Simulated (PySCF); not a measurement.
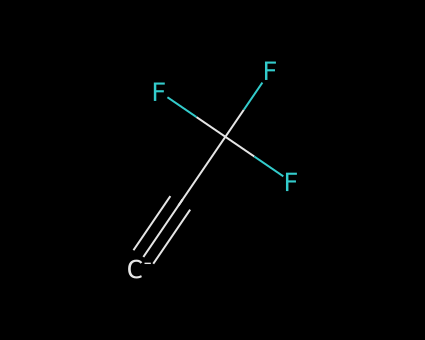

2D structure. Charge −1, singlet.

Write the SMILES.

Answer. [C-]#CC(F)(F)F

What is the molecular formula?

Answer. C3F3, charge -1.

An optimisation with GFN2-xTB gave a structure of which point group?

Answer. C3v.

More results for the same structure follow; atom numbers are the same in all pictures, views and colours differ. The geometry was computed by an optimisation with GFN2-xTB. No frequency run is at hand to confirm it as a minimum.

Shape

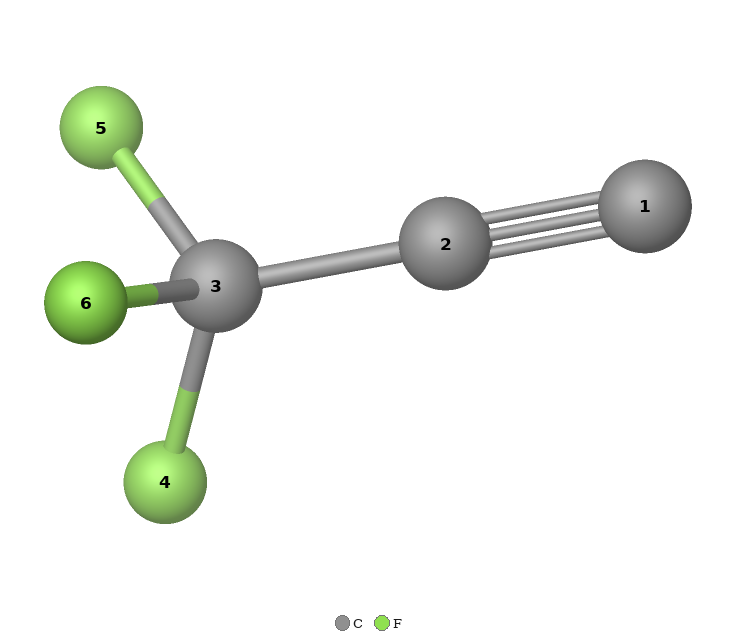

Numbered structure. No frequency run is at hand to confirm it as a minimum.

Estimate the angles C1–C2–C3, C2–C3–F4, F4–C3–F5.

```
   angle  degrees
C1–C2–C3    179.9
C2–C3–F4    115.9
F4–C3–F5    102.3
```

NMR shielding

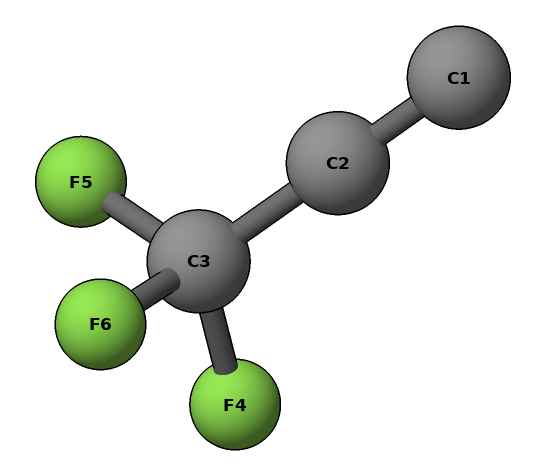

No frequency run is at hand to confirm it as a minimum. Properties computed with GIAO PBE0/pcSseg-1 NMR shielding, non-relativistic, gas phase (PySCF 2.14.0). Principal shieldings σ11 ≤ σ22 ≤ σ33, span Ω = σ33 − σ11, skew κ = 3(σiso − σ22)/Ω.

Which C atom has the most anisotropic shielding?

Answer. C1, with a span of 374 ppm.

Give the shielding tensors of the C atoms.

| atom | σ11 | σ22 | σ33 | σiso | Ω | κ |
| --- | --- | --- | --- | --- | --- | --- |
| C1 | −154.6 | −154.6 | 219.6 | −29.9 | 374.2 | 1.00 |
| C2 | −8.0 | −8.0 | 296.1 | 93.4 | 304.1 | 1.00 |
| C3 | 57.0 | 57.0 | 85.4 | 66.5 | 28.4 | 1.00 |

Shieldings and span in ppm.

Bond orders

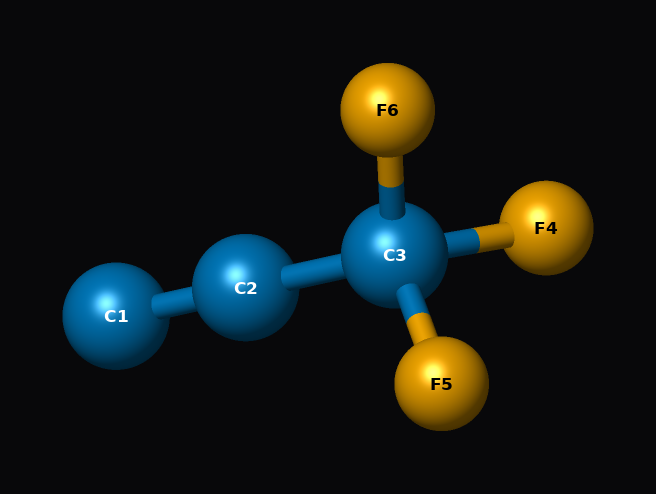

Every bond is drawn as one stick. No frequency run is at hand to confirm it as a minimum. Computed with PBE0/pcSseg-1 (PySCF 2.14.0).

List the Mayer bond orders of C1–C2, C2–C3, C3–F4 (one bond of each equivalent set).

```
 bond  Mayer order  length (Å)
C1–C2         3.14       1.234
C2–C3         1.06       1.419
C3–F4         0.92       1.392
```

Electronic properties

No frequency run is at hand to confirm it as a minimum. Method: PBE0/def2-SVPD, gas phase (PySCF 2.14.0).

Predict the main results.

- HOMO energy (Kohn–Sham orbital): −2.16 eV
- mean static polarisability: 48.3 bohr³

Charges

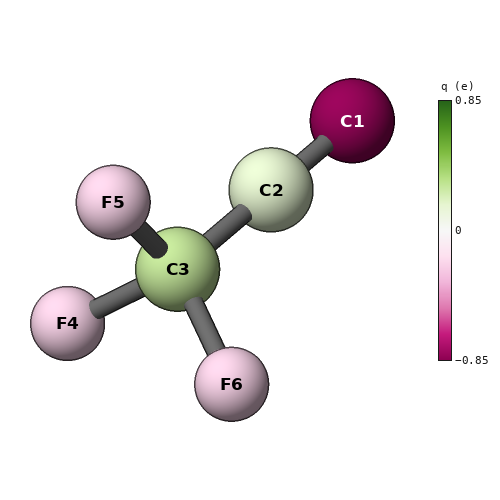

Atoms are coloured by their ESP-fitted charges. No frequency run is at hand to confirm it as a minimum. Level of theory: PBE0/pcSseg-1, gas phase (PySCF 2.14.0).

Which atom carries the highest charge (most positive or least negative)?

Answer. C3 (0.29 e).

And the lowest?

Answer. C1 (−0.81 e).

Give the ESP-fitted charges atom by atom.

| atom | value (e) |
| --- | --- |
| C1 | −0.81 |
| C2 | 0.17 |
| C3 | 0.29 |
| F4 | −0.21 |
| F5 | −0.21 |
| F6 | −0.21 |
